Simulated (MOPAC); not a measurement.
Run report: C₆H₃B (charge +1), single-point calculation

The run: single-point calculation of C₆H₃B, charge +1, multiplicity 2. Method and program: MNDO, unrestricted (MOPAC 23.2.5).

The geometry was optimised with MNDO.

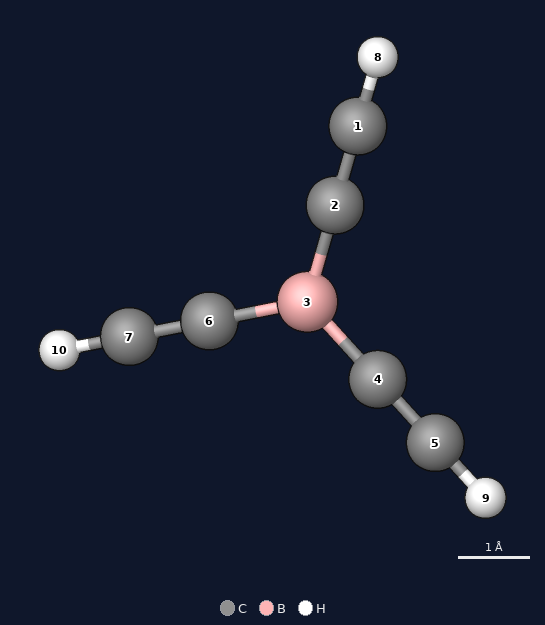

Figure 1. The structure as given in the input (ball-and-stick view, seen at a tilt; atoms are numbered from 1 in the order of the input). Bond lengths as drawn: B–C 1.47 Å, C–C 1.21 Å and C–H 1.05 Å.

The input (run.mop)
```
MNDO DOUBLET CHARGE=1 DISP 1SCF AUX(PRECISION=9) THREADS=1


C      0.124534 +1    -2.562390 +1     0.793621 +1
C      0.072640 +1    -1.412384 +1     0.437255 +1
B      0.008118 +1    -0.005317 +1     0.000808 +1
C     -1.246772 +1     0.754844 +1     0.148759 +1
C     -2.273248 +1     1.374572 +1     0.269264 +1
C      1.197601 +1     0.640341 +1    -0.584522 +1
C      2.169641 +1     1.167298 +1    -1.063786 +1
H      0.169782 +1    -3.566108 +1     1.104215 +1
H     -3.169096 +1     1.915274 +1     0.374432 +1
H      3.017922 +1     1.627015 +1    -1.482176 +1
```

Run on 1 thread of Arm Neoverse V1, 24 GiB of memory available, shared host.

Run as:
```bash
mopac run.mop
```

The program's output
```
MOPAC v23.2.5
MNDO CALCULATION RESULTS

 *  MNDO       - The MNDO Hamiltonian to be used
 *  DOUBLET    - SPIN STATE DEFINED AS A DOUBLET
 *
 *
 *
 *                 CHARGE ON SYSTEM = +1
 *
 *
 *
 *  1SCF       - DO 1 SCF AND THEN STOP
 *  THREADS=1  - MULTI-THREADING NOT USED
 *  AUX        - OUTPUT AUXILIARY INFORMATION
 *  DISP       - PRINT DISPERSION AND HYDROGEN BOND ENERGIES
MNDO DOUBLET CHARGE=1 DISP 1SCF AUX(PRECISION=9) THREADS=1

   ATOM   CHEMICAL          X               Y               Z
  NUMBER   SYMBOL      (ANGSTROMS)     (ANGSTROMS)     (ANGSTROMS)

     1       C          0.12453400  *  -2.56239000  *   0.79362100  *
     2       C          0.07264000  *  -1.41238400  *   0.43725500  *
     3       B          0.00811800  *  -0.00531700  *   0.00080800  *
     4       C         -1.24677200  *   0.75484400  *   0.14875900  *
     5       C         -2.27324800  *   1.37457200  *   0.26926400  *
     6       C          1.19760100  *   0.64034100  *  -0.58452200  *
     7       C          2.16964100  *   1.16729800  *  -1.06378600  *
     8       H          0.16978200  *  -3.56610800  *   1.10421500  *
     9       H         -3.16909600  *   1.91527400  *   0.37443200  *
    10       H          3.01792200  *   1.62701500  *  -1.48217600  *

          CARTESIAN COORDINATES

    NO.       ATOM           X           Y           Z

     1         C          0.1245     -2.5624      0.7936
     2         C          0.0726     -1.4124      0.4373
     3         B          0.0081     -0.0053      0.0008
     4         C         -1.2468      0.7548      0.1488
     5         C         -2.2732      1.3746      0.2693
     6         C          1.1976      0.6403     -0.5845
     7         C          2.1696      1.1673     -1.0638
     8         H          0.1698     -3.5661      1.1042
     9         H         -3.1691      1.9153      0.3744
    10         H          3.0179      1.6270     -1.4822

           Empirical Formula: C6 H3 B  =    10 atoms

      MOLECULAR POINT GROUP   :   D3h

 DOUBLET STATE CALCULATION

          UHF CALCULATION, NO. OF ALPHA ELECTRONS =   15
                           NO. OF BETA  ELECTRONS =   14

 -------------------------------------------------------------------------------
 MNDO DOUBLET CHARGE=1 DISP 1SCF AUX(PRECISION=9) THREADS=1

     1SCF WAS SPECIFIED, SO BFGS WAS NOT USED
     SCF FIELD WAS ACHIEVED

                              MNDO CALCULATION

          FINAL HEAT OF FORMATION =        367.53841 KCAL/MOL =    1537.78071 KJ/MOL

          TOTAL ENERGY            =     -19929.52430 KCAL/MOL = ELECTRONIC ENERGY + CORE-CORE REPULSION
          ENERGY OF ATOMS         =      20297.06271 KCAL/MOL
                              SUM =        367.53841 KCAL/MOL
          DISPERSION ENERGY       =          0.00000 KCAL/MOL
                              SUM =        367.53841 KCAL/MOL = FINAL HEAT OF FORMATION

          TOTAL ENERGY            =       -864.22597 EV
          ELECTRONIC ENERGY       =      -2891.25745 EV
          CORE-CORE REPULSION     =       2027.03148 EV
          COSMO AREA              =        150.10 SQUARE ANGSTROMS
          COSMO VOLUME            =        133.20 CUBIC ANGSTROMS

          IONIZATION POTENTIAL    =         14.405532 EV
          ALPHA SOMO LUMO (EV)    =        -15.882 -5.614
          BETA  SOMO LUMO (EV)    =        -14.406-10.266
          NO. OF ALPHA ELECTRONS  =         15
          NO. OF BETA  ELECTRONS  =         14
          MOLECULAR WEIGHT        =         85.8997         POINT GROUP:  D3h

          MOLECULAR DIMENSIONS (Angstroms)

            Atom       Atom       Distance
            H    10    H     9     6.46601
            H     9    H     8     5.59426
            H    10    B     3     0.00313

          SCF CALCULATIONS        =          1

          WALL-CLOCK TIME         =      0.016 SECONDS
          COMPUTATION TIME        =      0.016 SECONDS

   ATOM   CHEMICAL          X               Y               Z
  NUMBER   SYMBOL      (ANGSTROMS)     (ANGSTROMS)     (ANGSTROMS)

     1       C          0.12453400  *  -2.56239000  *   0.79362100  *
     2       C          0.07264000  *  -1.41238400  *   0.43725500  *
     3       B          0.00811800  *  -0.00531700  *   0.00080800  *
     4       C         -1.24677200  *   0.75484400  *   0.14875900  *
     5       C         -2.27324800  *   1.37457200  *   0.26926400  *
     6       C          1.19760100  *   0.64034100  *  -0.58452200  *
     7       C          2.16964100  *   1.16729800  *  -1.06378600  *
     8       H          0.16978200  *  -3.56610800  *   1.10421500  *
     9       H         -3.16909600  *   1.91527400  *   0.37443200  *
    10       H          3.01792200  *   1.62701500  *  -1.48217600  *

                             CARTESIAN COORDINATES

   1    C        0.124534000    -2.562390000     0.793621000
   2    C        0.072640000    -1.412384000     0.437255000
   3    B        0.008118000    -0.005317000     0.000808000
   4    C       -1.246772000     0.754844000     0.148759000
   5    C       -2.273248000     1.374572000     0.269264000
   6    C        1.197601000     0.640341000    -0.584522000
   7    C        2.169641000     1.167298000    -1.063786000
   8    H        0.169782000    -3.566108000     1.104215000
   9    H       -3.169096000     1.915274000     0.374432000
  10    H        3.017922000     1.627015000    -1.482176000

           Empirical Formula: C6 H3 B  =    10 atoms

      MOLECULAR POINT GROUP   :   D3h

          ALPHA EIGENVALUES
 -42.44928 -40.55893 -40.53488 -30.27233 -25.53584 -25.52117 -22.19737 -20.30542
 -20.29393 -17.40650 -16.18850 -16.17046 -16.10478 -15.90464 -15.88181  -5.61450
  -3.63277  -3.61054  -3.12485  -3.11248  -3.09146  -1.99302  -0.82841  -0.16572
  -0.14761   0.09259   2.02093   2.04372   2.10417   2.33934   2.34744

           BETA EIGENVALUES
 -42.09171 -40.04236 -40.02707 -30.05976 -25.34644 -25.33440 -22.08157 -20.18973
 -20.17586 -17.37207 -15.76225 -15.74228 -14.40865 -14.40553 -10.26579  -5.42387
  -3.07805  -3.06275  -2.99795  -2.97899  -2.47849  -1.96904  -0.83302   0.02128
   0.03706   0.26484   2.10808   2.12973   2.18920   2.34919   2.35659

              NET ATOMIC CHARGES AND DIPOLE CONTRIBUTIONS

  ATOM NO.   TYPE          CHARGE      No. of ELECS.   s-Pop       p-Pop
    1          C           0.134945        3.8651     1.25870     2.60636
    2          C          -0.095532        4.0955     1.23057     2.86496
    3          B           0.309487        2.6905     1.00899     1.68153
    4          C          -0.097172        4.0972     1.23037     2.86680
    5          C           0.134424        3.8656     1.25861     2.60697
    6          C          -0.100380        4.1004     1.22998     2.87040
    7          C           0.133429        3.8666     1.25843     2.60814
    8          H           0.193764        0.8062     0.80624
    9          H           0.193639        0.8064     0.80636
   10          H           0.193395        0.8066     0.80661
 DIPOLE           X         Y         Z       TOTAL
 POINT-CHG.    -0.035    -0.042     0.018     0.058
 HYBRID        -0.002    -0.003     0.002     0.004
 SUM           -0.038    -0.045     0.020     0.062

          ATOMIC ORBITAL ELECTRON POPULATIONS

     Atom    s        px        py        pz
    1  C   1.25870   0.81822   0.92972   0.85841
    2  C   1.23057   0.86446   0.96666   1.03384
    3  B   1.00899   0.67493   0.67203   0.33456
    4  C   1.23037   0.94539   0.89576   1.02565
    5  C   1.25861   0.90683   0.85151   0.84862
    6  C   1.22998   0.93803   0.89039   1.04198
    7  C   1.25843   0.89836   0.84428   0.86550
    8  H   0.80624
    9  H   0.80636
   10  H   0.80661

                    (SZ)    =    0.500000
                    (S**2)  =    0.780731

          ATOMIC ORBITAL SPIN POPULATIONS

    Atom   Total    s     px     py     pz
         Atomic
    1  C  0.3254  0.014  0.245  0.012  0.054
    2  C  0.0322 -0.003  0.068 -0.010 -0.023
    3  B -0.0105 -0.001 -0.001 -0.001 -0.008
    4  C  0.0310 -0.003  0.006  0.045 -0.016
    5  C  0.3232  0.014  0.060  0.175  0.073
    6  C  0.0287 -0.004  0.012  0.049 -0.028
    7  C  0.3188  0.014  0.078  0.191  0.035
    8  H -0.0164 -0.016
    9  H -0.0163 -0.016
   10  H -0.0161 -0.016

 *                    *
 * JOB ENDED NORMALLY *
 *                    *

 TOTAL JOB TIME:             0.02 SECONDS

 == MOPAC DONE ==
```

Summary

| quantity | value |
| --- | --- |
| outcome | converged |
| total energy | −31.759719 hartree |
| dispersion energy | 0.000000 hartree |
| heat of formation | 367.54 kcal/mol |
| basis functions | 31 |
| ⟨S²⟩ | 0.781 |
| peak memory | 0.071 GiB |

Remarks

MOPAC's energies along a path are heats of formation.
